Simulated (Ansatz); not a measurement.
# Cl2HInO: a spread of methods and bases

Aim: run Cl2HInO under a spread of inputs, and see what each costs and gives.

Program: Ansatz 0.2.0, Gaussian basis. Level of theory: the settings change from run to run. These are calculated values, not measurements.

### Step 1. The geometry

The geometry comes from an earlier relaxation with PBE0-D4 in a triple-zeta def2 set; it is a stationary point. In takes a core potential in def2 sets; no spin-orbit term is included.

SMILES `[OH][In]([Cl])[Cl]`, 5 atoms, charge 0, spin multiplicity 1.

Atoms are counted from 1 here; the program's logs count them from 0.

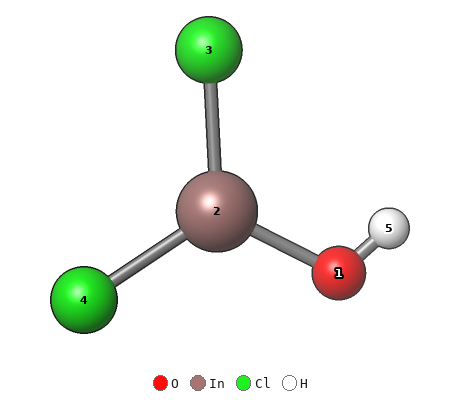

The structure; oxygen red, indium brown, chlorine green, hydrogen white; atoms are numbered from 1 in the order of the file.

Geometry (Å):

```
O    -0.34778    1.51022   -0.13721
In   -0.08787   -0.43287   -0.10081
Cl    1.72261   -1.32058    1.01993
Cl   -1.58064   -1.80164   -1.17059
H     0.34358    1.97116    0.34718
```

### Step 2. LC-wPBE/ANO-RCC-VTZP

Options: multiplicity 3, the search for lower states set to full.

File in.yaml:

```yaml
crystal:
  periodic: [false, false, false]
  atoms:
    - {symbol: O, position_ang: [-0.347781, 1.510225, -0.137209]}
    - {symbol: In, position_ang: [-0.087867, -0.432873, -0.100810]}
    - {symbol: Cl, position_ang: [1.722607, -1.320577, 1.019928]}
    - {symbol: Cl, position_ang: [-1.580642, -1.801637, -1.170588]}
    - {symbol: H, position_ang: [0.343583, 1.971162, 0.347179]}
basis:
  gaussian: {orbitals: ANO-RCC-VTZP}
magnetization: {spin_polarized: true, initial_magnetization: 2}
hamiltonian: {xc: {name: LC-wPBE}}
scf: {lower_state_search: full}
output: {forces: true}
```

Launch:

```sh
ansatz run in.yaml --threads 2 --pin off --events-out ev --progress --plain --max-ram 31744MiB --backend cpu
```

The program printed, cut to the lines that bear on the results:

```text
Functional definition: LC-wPBE
  name "LC-wPBE"
  cite "Vydrov & Scuseria, J. Chem. Phys. 125, 234109 (2006) doi:10.1063/1.2409292"
  cite "Heyd & Scuseria, J. Chem. Phys. 120, 7274 (2004) doi:10.1063/1.1668634"
  cite "Ernzerhof & Perdew, J. Chem. Phys. 109, 3313 (1998) doi:10.1063/1.476928"
  cite "Perdew, Burke & Ernzerhof, Phys. Rev. Lett. 77, 3865 (1996) doi:10.1103/PhysRevLett.77.3865"
  parent pbe
[...]
1543 factors; their error is unknown
338 factors; integrals over basis functions are off by at most 1.6e-4 eV
[...]
mean field -187195.68469917 eV, -6879.3145269021 hartree, gradient 4.0e-6 eV, S^2 2.006216; 17 other end points of the search recorded, 0 dependent functions left out
[...]
reference -187195.68469918 eV, -6879.3145269026 hartree; 47, 45 occupied and 133, 135 virtual orbitals, 1543 factors
Total energy: -187195.68469918 eV, -6879.3145269026 hartree
Relativity: scalar
Atom 0 at    -0.347781     1.510225    -0.137209 Å, force    -1.713842     5.176335    -0.770847 eV/Å
Atom 1 at    -0.087867    -0.432873    -0.100810 Å, force     0.589699    -4.973689     0.055470 eV/Å
Atom 2 at     1.722607    -1.320577     1.019928 Å, force     0.917587    -0.443234     0.564859 eV/Å
Atom 3 at    -1.580642    -1.801637    -1.170588 Å, force    -0.758971    -0.654481    -0.544258 eV/Å
Atom 4 at     0.343583     1.971162     0.347179 Å, force     0.965527     0.895069     0.694776 eV/Å
Dipole moment:     0.009151     1.219669     0.088565 e Å
```

Run time: 1.7 min. Hardware: 2 threads, shared host; peak memory 1.1 GiB.

Largest force 5.507 eV/Å, dipole 5.87 D, ⟨S²⟩ 2.006.

### Step 3. MP2/def2-TZVPP

This run has a point charge of -1.00 e beside it, high accuracy, the search for lower states set to light.

in.yaml: that of step 2 with these lines changed.

```diff
@@ -9,6 +9,7 @@
 basis:
-  gaussian: {orbitals: ANO-RCC-VTZP}
-magnetization: {spin_polarized: true, initial_magnetization: 2}
-hamiltonian: {xc: {name: LC-wPBE}}
-scf: {lower_state_search: full}
+  gaussian: {orbitals: def2-TZVPP, point_charges: [{charge: -1.00, position_ang: [5.361, -0.098, -0.516]}]}
+hamiltonian: {xc: {name: HF}}
+correlation: {method: mp2}
+accuracy: high
+scf: {lower_state_search: light}
 output: {forces: true}
```

Same command.

The program printed, cut to the lines that bear on the results:

```text
Functional definition: HF
  name "HF"
  cite "Fock, Z. Phys. 61, 126 (1930) doi:10.1007/BF01340294"
  parent pbe
[...]
2980 factors; integrals over basis functions are off by at most 6.8e-8 eV
[...]
mean field -32214.18739664 eV, -1183.8495512662 hartree, gradient 4.6e-8 eV, S^2 0.000000; 0 other end points of the search recorded, 0 dependent functions left out
15 core orbitals not correlated: weight in the atoms' cores, before any rotation towards them, 1.000 or more for the frozen orbitals, at most 0.000 for the correlated occupied ones
reference -32214.18739664 eV, -1183.8495512662 hartree; 17, 17 occupied and 147, 147 virtual orbitals, 2980 factors
second order -24.28322788 eV of doubles, -0.00000000 eV of singles
[...]
Total energy: -32238.47062453 eV, -1184.7419434311 hartree
Atom 0 at    -0.347781     1.510225    -0.137209 Å, force    -0.351141     0.064690    -0.061152 eV/Å
Atom 1 at    -0.087867    -0.432873    -0.100810 Å, force     0.892262    -0.136512     0.287476 eV/Å
Atom 2 at     1.722607    -1.320577     1.019928 Å, force    -0.504430     0.114925    -0.170705 eV/Å
Atom 3 at    -1.580642    -1.801637    -1.170588 Å, force    -0.123176     0.015439    -0.034626 eV/Å
Atom 4 at     0.343583     1.971162     0.347179 Å, force     0.156165    -0.087087    -0.006771 eV/Å
Dipole moment:     0.455545     0.230591     0.140802 e Å
```

Wall time 21 s (2 threads, shared host); peak memory 0.89 GiB.

Largest force 0.947 eV/Å, dipole 2.54 D.

### Step 4. PBE-QIDH/def2-mTZVPP

Options: density fitting with def2-universal-jkfit.

in.yaml: that of step 3 with these lines changed.

```diff
@@ -9,7 +9,4 @@
 basis:
-  gaussian: {orbitals: def2-TZVPP, point_charges: [{charge: -1.00, position_ang: [5.361, -0.098, -0.516]}]}
-hamiltonian: {xc: {name: HF}}
-correlation: {method: mp2}
-accuracy: high
-scf: {lower_state_search: light}
+  gaussian: {orbitals: def2-mTZVPP, fitting: {mean_field: def2-universal-jkfit}}
+hamiltonian: {xc: {name: PBE-QIDH}}
 output: {forces: true}
```

Same command.

The program printed, cut to the lines that bear on the results:

```text
Functional definition: PBE-QIDH
  name "PBE-QIDH"
  cite "Brémond, Sancho-García, Pérez-Jiménez & Adamo, J. Chem. Phys. 141, 031101 (2014) doi:10.1063/1.4890314"
  cite "Perdew, Burke & Ernzerhof, Phys. Rev. Lett. 77, 3865 (1996) doi:10.1103/PhysRevLett.77.3865"
[...]
569 factors; integrals over basis functions are off by at most 8.8e-1 eV
[...]
mean field -32257.32893111 eV, -1185.4349734156 hartree, gradient 2.2e-6 eV, S^2 0.000000; 0 other end points of the search recorded, 0 dependent functions left out
15 core orbitals not correlated: weight in the atoms' cores, before any rotation towards them, 1.000 or more for the frozen orbitals, at most 0.000 for the correlated occupied ones
reference -32257.32894689 eV, -1185.4349739953 hartree; 17, 17 occupied and 87, 87 virtual orbitals, 569 factors
second order -19.99700118 eV of doubles, -0.00000000 eV of singles
[...]
Total energy: -32263.99461395 eV, -1185.6799327416 hartree
Atom 0 at    -0.347781     1.510225    -0.137209 Å, force     0.109825     0.174154     0.084785 eV/Å
Atom 1 at    -0.087867    -0.432873    -0.100810 Å, force     0.024959    -0.033580     0.012764 eV/Å
Atom 2 at     1.722607    -1.320577     1.019928 Å, force     0.057475    -0.045918     0.034817 eV/Å
Atom 3 at    -1.580642    -1.801637    -1.170588 Å, force    -0.069047    -0.067518    -0.049472 eV/Å
Atom 4 at     0.343583     1.971162     0.347179 Å, force    -0.123212    -0.027138    -0.082895 eV/Å
Dipole moment:     0.148164     0.217620     0.112592 e Å
```

Run time: 4.3 s. Hardware: 2 threads, shared host.

Largest force 0.223 eV/Å, dipole 1.38 D.

### Step 5. wB97M-V/def2-TZVPD

Set apart from the defaults: charge -1, multiplicity 2, atoms shaken by 0.15 Å, relativity set to none.

File in.yaml:

```yaml
crystal:
  periodic: [false, false, false]
  atoms:
    - {symbol: O, position_ang: [-0.224258, 1.541147, -0.120435]}
    - {symbol: In, position_ang: [-0.129450, -0.539871, -0.094995]}
    - {symbol: Cl, position_ang: [1.631413, -1.438101, 1.159365]}
    - {symbol: Cl, position_ang: [-1.836980, -1.864751, -1.126215]}
    - {symbol: H, position_ang: [0.268905, 1.801137, 0.475427]}
basis:
  gaussian: {orbitals: def2-TZVPD}
total_charge: -1
magnetization: {spin_polarized: true, initial_magnetization: 1}
hamiltonian: {xc: {name: wB97M-V}, pseudopotentials: {relativity: none}}
output: {forces: true}
```

Same command.

The program printed, cut to the lines that bear on the results:

```text
Functional definition: wB97M-V
  name "wB97M-V"
  cite "Mardirossian & Head-Gordon, J. Chem. Phys. 144, 214110 (2016) doi:10.1063/1.4952647"
  cite "Becke, J. Chem. Phys. 107, 8554 (1997) doi:10.1063/1.475007"
  cite "Vydrov & Van Voorhis, J. Chem. Phys. 133, 244103 (2010) doi:10.1063/1.3521275"
  # Of w^i u^j: cxij and so on, Table III.
[...]
  gx(w, u) = 1 - cx + cx01*u + cx10*w
  gss(w, u) = css00 + css04*u^4 + css10*w + css20*w^2 + css43*w^4*u^3
  gos(w, u) = cos00 + cos10*w + (cos20 + cos21*u)*w^2 + (cos60 + cos61*u)*w^6
[...]
      + integral(e_c_pw_mod_opposite_spin*gos(b97_w_opposite, b97_u_opposite)) + vv10(b, c)
1273 factors; their error is unknown
327 factors; integrals over basis functions are off by at most 3.7e-5 eV
[...]
mean field -32284.85840648 eV, -1186.4466629752 hartree, gradient 3.0e-5 eV, S^2 0.753974; 2 other end points of the search recorded, 0 dependent functions left out
[...]
reference -32284.85845703 eV, -1186.4466648328 hartree; 33, 32 occupied and 164, 165 virtual orbitals, 1273 factors
Total energy: -32284.85845703 eV, -1186.4466648328 hartree
Atom 0 at    -0.224258     1.541147    -0.120435 Å, force    -7.897923    -4.174968    -9.109132 eV/Å
Atom 1 at    -0.129450    -0.539871    -0.094995 Å, force    -0.226792     1.206071    -1.012730 eV/Å
Atom 2 at     1.631413    -1.438101     1.159365 Å, force     1.286959    -0.667775     1.165019 eV/Å
Atom 3 at    -1.836980    -1.864751    -1.126215 Å, force    -1.004533    -0.678763    -0.399585 eV/Å
Atom 4 at     0.268905     1.801137     0.475427 Å, force     7.842289     4.315435     9.356428 eV/Å
Dipole moment:     0.128515     0.047766     0.232442 e Å
```

Run time: 30 s. Hardware: 2 threads, shared host; peak memory 1.1 GiB.

Largest force 12.949 eV/Å, ⟨S²⟩ 0.754.

### Step 6. r2SCAN0/def2-TZVP

This run has charge -1, multiplicity 2, restricted open-shell orbitals, D4 dispersion.

File in.yaml:

```yaml
crystal:
  periodic: [false, false, false]
  atoms:
    - {symbol: O, position_ang: [-0.347781, 1.510225, -0.137209]}
    - {symbol: In, position_ang: [-0.087867, -0.432873, -0.100810]}
    - {symbol: Cl, position_ang: [1.722607, -1.320577, 1.019928]}
    - {symbol: Cl, position_ang: [-1.580642, -1.801637, -1.170588]}
    - {symbol: H, position_ang: [0.343583, 1.971162, 0.347179]}
basis:
  gaussian: {orbitals: def2-TZVP}
total_charge: -1
magnetization: {spin_polarized: false, initial_magnetization: 1}
hamiltonian: {xc: {name: r2SCAN0}, dispersion: d4}
output: {forces: true}
```

The command is unchanged.

The program printed, cut to the lines that bear on the results:

```text
Functional definition: r2SCAN0
  name "r2SCAN0"
  cite "Bursch, Neugebauer, Ehlert & Grimme, J. Chem. Phys. 156, 134105 (2022) doi:10.1063/5.0086040"
  cite "Furness, Kaplan, Ning, Perdew & Sun, J. Phys. Chem. Lett. 11, 8208 (2020) doi:10.1021/acs.jpclett.0c02405"
  cite "Furness, Kaplan, Ning, Perdew & Sun, J. Phys. Chem. Lett. 11, 9248 (2020) doi:10.1021/acs.jpclett.0c03077"
  parent r2scan
[...]
1212 factors; their error is unknown
[...]
mean field -32286.08110045 eV, -1186.4915961498 hartree, gradient 1.4e-5 eV, S^2 0.750000; 2 other end points of the search recorded, 0 dependent functions left out
[...]
reference -32286.08112114 eV, -1186.4915969101 hartree; 33, 32 occupied and 128, 129 virtual orbitals, 1212 factors
Total energy: -32286.12085194 eV, -1186.4930569902 hartree
Atom 0 at    -0.347781     1.510225    -0.137209 Å, force    -0.202169     2.079335     0.006102 eV/Å
Atom 1 at    -0.087867    -0.432873    -0.100810 Å, force     0.013991     0.510262     0.059647 eV/Å
Atom 2 at     1.722607    -1.320577     1.019928 Å, force     2.026413    -0.966359     1.252063 eV/Å
Atom 3 at    -1.580642    -1.801637    -1.170588 Å, force    -1.753481    -1.556484    -1.257458 eV/Å
Atom 4 at     0.343583     1.971162     0.347179 Å, force    -0.084753    -0.066755    -0.060354 eV/Å
Dipole moment:     0.140451     0.129571     0.098761 e Å
```

It took 12 s on 2 threads, shared host; peak memory 0.72 GiB.

Largest force 2.661 eV/Å.

### Step 7. BHLYP/def2-TZVP

Options: unrestricted orbitals, D4 dispersion, high accuracy.

in.yaml: that of step 6 with these lines changed.

```diff
@@ -10,5 +10,5 @@
   gaussian: {orbitals: def2-TZVP}
-total_charge: -1
-magnetization: {spin_polarized: false, initial_magnetization: 1}
-hamiltonian: {xc: {name: r2SCAN0}, dispersion: d4}
+magnetization: {spin_polarized: true, initial_magnetization: 0}
+hamiltonian: {xc: {name: BHLYP}, dispersion: d4}
+accuracy: high
 output: {forces: true}
```

The command is unchanged.

The program printed, cut to the lines that bear on the results:

```text
Functional definition: BHLYP
  name "BHLYP"
  cite "Becke, J. Chem. Phys. 98, 1372 (1993) doi:10.1063/1.464304"
  cite "Becke, Phys. Rev. A 38, 3098 (1988) doi:10.1103/PhysRevA.38.3098"
  cite "Lee, Yang & Parr, Phys. Rev. B 37, 785 (1988) doi:10.1103/PhysRevB.37.785"
[...]
2744 factors; integrals over basis functions are off by at most 2.8e-8 eV
[...]
mean field -32284.30601211 eV, -1186.4263628564 hartree, gradient 7.2e-8 eV, S^2 0.000000; 0 other end points of the search recorded, 0 dependent functions left out
[...]
reference -32284.30604074 eV, -1186.4263639085 hartree; 32, 32 occupied and 129, 129 virtual orbitals, 2744 factors
Total energy: -32284.50494741 eV, -1186.4336735940 hartree
Atom 0 at    -0.347781     1.510225    -0.137209 Å, force     0.454754    -0.000839     0.298519 eV/Å
Atom 1 at    -0.087867    -0.432873    -0.100810 Å, force    -0.051011     0.147208    -0.024523 eV/Å
Atom 2 at     1.722607    -1.320577     1.019928 Å, force     0.001151     0.005887     0.001608 eV/Å
Atom 3 at    -1.580642    -1.801637    -1.170588 Å, force    -0.018016    -0.016638    -0.012618 eV/Å
Atom 4 at     0.343583     1.971162     0.347179 Å, force    -0.386878    -0.135619    -0.262985 eV/Å
Dipole moment:     0.172516     0.198972     0.127248 e Å
```

It took 17 s on 2 threads, shared host; peak memory 1 GiB.

Largest force 0.544 eV/Å, dipole 1.40 D, ⟨S²⟩ 0.000.

### Step 8. wB97X/def2-TZVPD

Set apart from the defaults: the search for lower states set to light.

in.yaml: that of step 7 with these lines changed.

```diff
@@ -9,6 +9,5 @@
 basis:
-  gaussian: {orbitals: def2-TZVP}
-magnetization: {spin_polarized: true, initial_magnetization: 0}
-hamiltonian: {xc: {name: BHLYP}, dispersion: d4}
-accuracy: high
+  gaussian: {orbitals: def2-TZVPD}
+hamiltonian: {xc: {name: wB97X}}
+scf: {lower_state_search: light}
 output: {forces: true}
```

Same command.

The program printed, cut to the lines that bear on the results:

```text
Functional definition: wB97X
  name "wB97X"
  cite "Chai & Head-Gordon, J. Chem. Phys. 128, 084106 (2008) doi:10.1063/1.2834918"
  cite "Becke, J. Chem. Phys. 107, 8554 (1997) doi:10.1063/1.475007"
[...]
  # The coefficients of nought are those of the uniform gas.
[...]
      + exact_x_lr(omega)
[...]
      + integral(e_c_pw_opposite_spin*poly(b97_u_opposite, 1, cos1, cos2, cos3, cos4))
1291 factors; their error is unknown
327 factors; integrals over basis functions are off by at most 3.8e-5 eV
[...]
mean field -32287.93308030 eV, -1186.5596551540 hartree, gradient 3.0e-5 eV, S^2 0.000000; 0 other end points of the search recorded, 0 dependent functions left out
[...]
reference -32287.93301983 eV, -1186.5596529315 hartree; 32, 32 occupied and 165, 165 virtual orbitals, 1291 factors
Total energy: -32287.93301983 eV, -1186.5596529315 hartree
Atom 0 at    -0.347781     1.510225    -0.137209 Å, force     0.081406    -0.016114     0.053087 eV/Å
Atom 1 at    -0.087867    -0.432873    -0.100810 Å, force     0.001755    -0.106630    -0.007516 eV/Å
Atom 2 at     1.722607    -1.320577     1.019928 Å, force    -0.069889     0.033678    -0.042848 eV/Å
Atom 3 at    -1.580642    -1.801637    -1.170588 Å, force     0.045986     0.046132     0.033512 eV/Å
Atom 4 at     0.343583     1.971162     0.347179 Å, force    -0.059258     0.042934    -0.036233 eV/Å
Dipole moment:     0.152575     0.199823     0.114226 e Å
```

Run time: 9 s. Hardware: 2 threads, shared host; peak memory 0.72 GiB.

Largest force 0.107 eV/Å, dipole 1.33 D.

### Step 9. HSE06/def2-TZVPD

Options: atoms shaken by 0.15 Å, D3(BJ) with three-body dispersion, relativity set to scalar.

File in.yaml:

```yaml
crystal:
  periodic: [false, false, false]
  atoms:
    - {symbol: O, position_ang: [-0.407775, 1.366403, -0.095574]}
    - {symbol: In, position_ang: [0.076238, -0.614928, -0.012729]}
    - {symbol: Cl, position_ang: [1.445531, -1.495996, 0.929003]}
    - {symbol: Cl, position_ang: [-1.762224, -2.146611, -1.344344]}
    - {symbol: H, position_ang: [0.242856, 1.968654, 0.253845]}
basis:
  gaussian: {orbitals: def2-TZVPD}
hamiltonian: {xc: {name: HSE06}, dispersion: d3bjatm, pseudopotentials: {relativity: scalar}}
```

The command is unchanged.

The program printed, cut to the lines that bear on the results:

```text
Functional definition: HSE06
  name "HSE06"
  cite "Heyd, Scuseria & Ernzerhof, J. Chem. Phys. 118, 8207 (2003) doi:10.1063/1.1564060"
  cite "Krukau, Vydrov, Izmaylov & Scuseria, J. Chem. Phys. 125, 224106 (2006) doi:10.1063/1.2404663"
  cite "Heyd & Scuseria, J. Chem. Phys. 120, 7274 (2004) doi:10.1063/1.1668634"
  cite "Ernzerhof & Perdew, J. Chem. Phys. 109, 3313 (1998) doi:10.1063/1.476928"
  cite "Perdew, Burke & Ernzerhof, Phys. Rev. Lett. 77, 3865 (1996) doi:10.1103/PhysRevLett.77.3865"
  parent pbe
[...]
  # The whole range is PBE's own exchange, as in plane waves. The composition of these papers is wPBEh.
[...]
1364 factors; their error is unknown
108 factors; integrals over basis functions are off by at most 1.3e-5 eV
[...]
mean field -32342.96224225 eV, -1188.5819395557 hartree, gradient 3.8e-5 eV, S^2 0.000000; 0 other end points of the search recorded, 0 dependent functions left out
reference -32342.96231026 eV, -1188.5819420548 hartree; 32, 32 occupied and 165, 165 virtual orbitals, 1364 factors
Total energy: -32343.05938013 eV, -1188.5855093066 hartree
Relativity: scalar
```

Run time: 3.7 s. Hardware: 2 threads, shared host; peak memory 0.46 GiB.

### Step 10. PBE/def2-TZVPD

This run has a point charge of -1.00 e beside it.

File in.yaml:

```yaml
crystal:
  periodic: [false, false, false]
  atoms:
    - {symbol: O, position_ang: [-0.347781, 1.510225, -0.137209]}
    - {symbol: In, position_ang: [-0.087867, -0.432873, -0.100810]}
    - {symbol: Cl, position_ang: [1.722607, -1.320577, 1.019928]}
    - {symbol: Cl, position_ang: [-1.580642, -1.801637, -1.170588]}
    - {symbol: H, position_ang: [0.343583, 1.971162, 0.347179]}
basis:
  gaussian: {orbitals: def2-TZVPD, point_charges: [{charge: -1.00, position_ang: [6.229, 0.704, 0.152]}]}
hamiltonian: {xc: {name: PBE}}
```

Same command.

The program printed:

```text
Functional definition: PBE
  name "PBE"
  cite "Perdew, Burke & Ernzerhof, Phys. Rev. Lett. 77, 3865 (1996) doi:10.1103/PhysRevLett.77.3865"
  parent pbe
  parameter kappa = 0.804
  parameter beta = 0.06672455060314922
  exchange = pbe_x(kappa = kappa, mu = beta*pi^2/3)
  correlation = pbe_c(beta = beta)
1226 factors; their error is unknown
mean field evaluation 1: about -32265.6458 eV, gradient 7.4e1 eV
mean field evaluation 2: about -32142.5097 eV, gradient 1.9e2 eV
mean field evaluation 4: about -32274.1268 eV, gradient 2.3e1 eV
mean field evaluation 8: about -32275.3595 eV, gradient 3.4e-1 eV
mean field evaluation 16: about -32275.3450 eV, gradient 1.4e-4 eV
mean field -32275.34496744 eV, -1186.0970505387 hartree, gradient 1.7e-5 eV, S^2 0.000000; 0 other end points of the search recorded, 0 dependent functions left out
reference -32275.34503670 eV, -1186.0970530843 hartree; 32, 32 occupied and 165, 165 virtual orbitals, 1226 factors
Total energy: -32275.34503670 eV, -1186.0970530843 hartree
```

Wall time 2.2 s (2 threads, shared host).

### Step 11. The runs in one table

| level | charge | multiplicity | geometry | functions | energy (eV) | time |
| --- | --- | --- | --- | --- | --- | --- |
| LC-wPBE/ANO-RCC-VTZP | 0 | 3 | relaxed | 180 | -187195.685 | 1.7 min |
| MP2/def2-TZVPP | 0 | 1 | relaxed, point charge | 179 | -32238.471 | 21 s |
| PBE-QIDH/def2-mTZVPP | 0 | 1 | relaxed | 119 | -32263.995 | 4.3 s |
| wB97M-V/def2-TZVPD | -1 | 2 | shaken | 197 | -32284.858 | 30 s |
| r2SCAN0/def2-TZVP | -1 | 2 | relaxed | 161 | -32286.121 | 12 s |
| BHLYP/def2-TZVP | 0 | 1 | relaxed | 161 | -32284.505 | 17 s |
| wB97X/def2-TZVPD | 0 | 1 | relaxed | 197 | -32287.933 | 9 s |
| HSE06/def2-TZVPD | 0 | 1 | shaken | 197 | -32343.059 | 3.7 s |
| PBE/def2-TZVPD | 0 | 1 | relaxed, point charge | 197 | -32275.345 | 2.2 s |

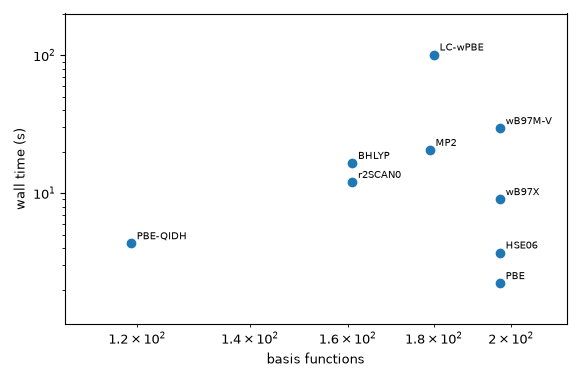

Wall time against the number of basis functions (shared host).

### Step 12. Results

| quantity | value |
| --- | --- |
| runs | 9 |
| quickest | PBE/def2-TZVPD, 2.2 s |
| slowest | LC-wPBE/ANO-RCC-VTZP, 1.7 min |
| spread of total energies, same state and geometry | 23.9 eV |
| dipole, same state and geometry | 1.33 to 1.40 D |

In words: LC-wPBE/ANO-RCC-VTZP took 46 times as long as PBE/def2-TZVPD. The jobs differ in tasks and options as well as level. The totals spread over 24 eV; they can't be compared across methods or bases. At the PBE0-D4/def2-TZVP geometry and in the same state, runs without warnings or point charges leave forces up to 0.54 eV/Å (BHLYP/def2-TZVP). At that geometry and state the dipole changes by 6 % between the lowest and highest value.
